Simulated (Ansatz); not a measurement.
The calculation's input:

```
crystal:
  periodic: [false, false, false]
  atoms:
    - {symbol: C, position_ang: [1.410699, -1.915841, -0.348758]}
    - {symbol: O, position_ang: [0.647315, -1.089666, 0.504226]}
    - {symbol: B, position_ang: [-0.001625, -0.001624, 0.002746]}
    - {symbol: O, position_ang: [0.085179, 0.291381, -1.325068]}
    - {symbol: C, position_ang: [-0.585213, 1.418117, -1.848420]}
    - {symbol: O, position_ang: [-0.737339, 0.793591, 0.829165]}
    - {symbol: C, position_ang: [-0.829669, 0.493541, 2.205511]}
    - {symbol: H, position_ang: [0.789947, -2.357115, -1.133124]}
    - {symbol: H, position_ang: [2.219257, -1.354886, -0.825008]}
    - {symbol: H, position_ang: [1.838145, -2.712841, 0.260359]}
    - {symbol: H, position_ang: [-1.664839, 1.344903, -1.692938]}
    - {symbol: H, position_ang: [-0.379303, 1.456479, -2.918447]}
    - {symbol: H, position_ang: [-0.232483, 2.341619, -1.381631]}
    - {symbol: H, position_ang: [-1.459138, 1.254732, 2.667216]}
    - {symbol: H, position_ang: [0.154729, 0.504993, 2.680855]}
    - {symbol: H, position_ang: [-1.278361, -0.490080, 2.367715]}
basis:
  gaussian: {orbitals: def2-TZVPP}
hamiltonian: {xc: pbe0, dispersion: d4}
output: {orbitals: {seedname: orbitals}}
```

Run with:

```sh
ansatz run in.yaml --threads 2 --pin off --events-out ev --progress --plain --max-ram 32768MiB --backend cuda --devices 0, --max-vram 18GiB
```

Geometry: PBE0-D4/def2-TZVP.

Computed with RKS PBE0-D4/def2-TZVPP (Ansatz).

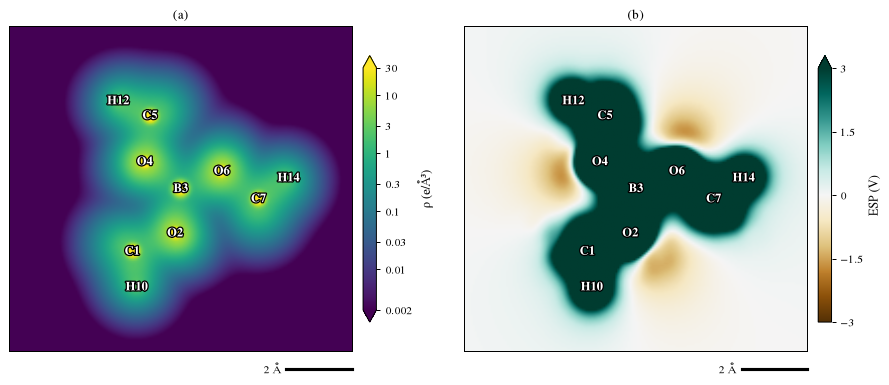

C3H9BO3 (SMILES COB(OC)OC). (a) total electron density; (b) molecular electrostatic potential on the plane of atoms O2, B3 and O6.

**Interpret the plot.**

- The plane passes through C, O, B and H nuclei.
- B–O (1.36 Å): the density is about 2.1 e/Å³ at the midpoint.
- C–O (1.41 Å): ρ at the midpoint is about 2 e/Å³, with its minimum of 1.7 e/Å³ about 0.5 Å from C.
- C–H (1.09 Å): ρ at the midpoint is about 2.1 e/Å³.
- Outside the dense part of the molecule the potential is most negative (−1.6 V) near O2, O4 and O6.
